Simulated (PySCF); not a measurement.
# revPBE/aug-cc-pVDZ run of SOF2 (thionyl fluoride)

What is the vertical singlet–triplet gap of SOF2 (thionyl fluoride) at revPBE/aug-cc-pVDZ? 

Program for the calculation: PySCF 2.14.0.

1 further run of the same task is left out (set aside as unsound or not needed). Runs told in other sessions of the task aren't counted.

### 1 The structure to begin with

SOF2 has 4 atoms, charge 0, and is taken as a singlet. As SMILES, `O=S(F)F`. Geometry: relaxed at PBE0-D4/def2-TZVP.

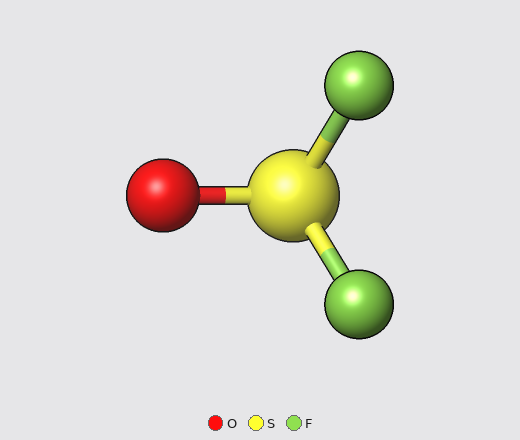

Viewed from a chosen angle; oxygen red, sulfur yellow, fluorine green.

### 2 The energy at revPBE/aug-cc-pVDZ

File calc.py:

```python
# O=S(F)F
from pyscf import gto, dft

mol = gto.Mole()
mol.atom = '''
O      1.761981     0.125856    -1.923363
S     -0.285916    -0.805401    -0.464306
F     -2.124808     1.519718     0.000756
F      0.648743    -0.840172     2.386913
'''
mol.verbose = 4
mol.max_memory = 1860
mol.basis = 'aug-cc-pvdz'
mol.spin = 0
mol.charge = 0
mol.unit = 'bohr'
mol.build()

mf = dft.RKS(mol)
mf.xc = 'revpbe'
mf.conv_tol = 1e-10
mf.grids.level = 5
mf.kernel()
if not mf.converged:
    mf = mf.newton().run(mf.mo_coeff, mf.mo_occ)

e_tot = mf.e_tot
print('E(%s) = %.9f' % ('REVPBE', e_tot))
```

Run with:

```sh
$ OMP_NUM_THREADS=1 python calc.py
```

Log:

```text
PySCF version 2.14.0

[INPUT] num. atoms = 4
[INPUT] num. electrons = 42
[INPUT] charge = 0
[INPUT] spin (= nelec alpha-beta = 2S) = 0
[INPUT] symmetry False subgroup None
[INPUT] Mole.unit = bohr
[INPUT] Symbol           X                Y                Z      unit          X                Y                Z       unit  Magmom
[INPUT]  1 O      0.932400191274   0.066600127058  -1.017799867927 AA    1.761981000000   0.125856000000  -1.923363000000 Bohr   0.0
[INPUT]  2 S     -0.151300231437  -0.426199854852  -0.245700154093 AA   -0.285916000000  -0.805401000000  -0.464306000000 Bohr   0.0
[INPUT]  3 F     -1.124399971181   0.804200132625   0.000400057971 AA   -2.124808000000   1.519718000000   0.000756000000 Bohr   0.0
[INPUT]  4 F      0.343300011344  -0.444599875653   1.263099964049 AA    0.648743000000  -0.840172000000   2.386913000000 Bohr   0.0

[... 66 lines left out ...]
converged SCF energy = -672.943457247054
E(REVPBE) = -672.943457247
```

It took 16 s on 1 thread of Arm Neoverse V1, shared host; peak memory 0.48 GiB.

### 3 The triplet

File calc.py:

```python
from pyscf import gto, dft

mol = gto.M(
    atom='''
O      1.761981     0.125856    -1.923363
S     -0.285916    -0.805401    -0.464306
F     -2.124808     1.519718     0.000756
F      0.648743    -0.840172     2.386913
''',
    spin=2,
    basis='aug-cc-pvdz',
    max_memory=1860,
    charge=0,
    verbose=3,
    unit='bohr',
)

mf = dft.UKS(mol, xc='revpbe')
mf.grids.level = 5
mf.conv_tol = 1e-10
mf.kernel()
if not mf.converged:
    mf = mf.newton().run(mf.mo_coeff, mf.mo_occ)

e_final = mf.e_tot
print('E(%s) = %.9f' % ('REVPBE', e_final))
```

Run with:

```sh
$ OMP_NUM_THREADS=1 python calc.py
```

Log:

```text
WARN: HOMO -0.0712961980868112 >= LUMO -0.324036313936912

WARN: HOMO -0.0964269150049697 >= LUMO -0.219596877056038

WARN: HOMO -0.111228382589003 >= LUMO -0.290803050473317

WARN: HOMO -0.104781561902541 >= LUMO -0.283302647388112

WARN: HOMO -0.106366930575335 >= LUMO -0.284586813731785

WARN: HOMO -0.106116121972669 >= LUMO -0.28499937837416

WARN: HOMO -0.105210195762691 >= LUMO -0.283853717421628

WARN: HOMO -0.105751977792485 >= LUMO -0.284312675684783

WARN: HOMO -0.105604555180051 >= LUMO -0.28412094189434

WARN: HOMO -0.105622548402828 >= LUMO -0.284138701868519

WARN: HOMO -0.105623516563969 >= LUMO -0.284140156645369

WARN: HOMO -0.105619400488535 >= LUMO -0.284137769433438

WARN: HOMO -0.105620077746532 >= LUMO -0.284138549338365

WARN: HOMO -0.10561986934227 >= LUMO -0.284138448133857

converged SCF energy = -672.745087874063  <S^2> = 2.0035929  2S+1 = 3.0023943
E(REVPBE) = -672.745087874
```

It took 28 s on 1 thread of Arm Neoverse V1, shared host; peak memory 0.49 GiB.

### 4 Summary of results

Level: revPBE/aug-cc-pVDZ.

| quantity | value |
| --- | --- |
| singlet: total energy | -672.94346 Eh |
| singlet: dipole moment | 1.52 D |
| singlet: HOMO energy | -8.11 eV |
| singlet: LUMO energy | -2.23 eV |
| singlet: HOMO–LUMO gap | 5.88 eV |
| triplet: total energy | -672.74509 Eh |
| triplet: dipole moment | 0.87 D |
| triplet: HOMO energy (highest over α and β) | -2.87 eV |
| triplet: ⟨S²⟩ | 2.004 |
| vertical energy of the triplet above the singlet | 5.398 eV |

In words: At this shape the triplet lies 5.40 eV (521 kJ/mol) above the singlet. Mulliken charges (triplet) run from -0.44 on O1 to +1.15 on S2; in a basis this large or diffuse they mean little.
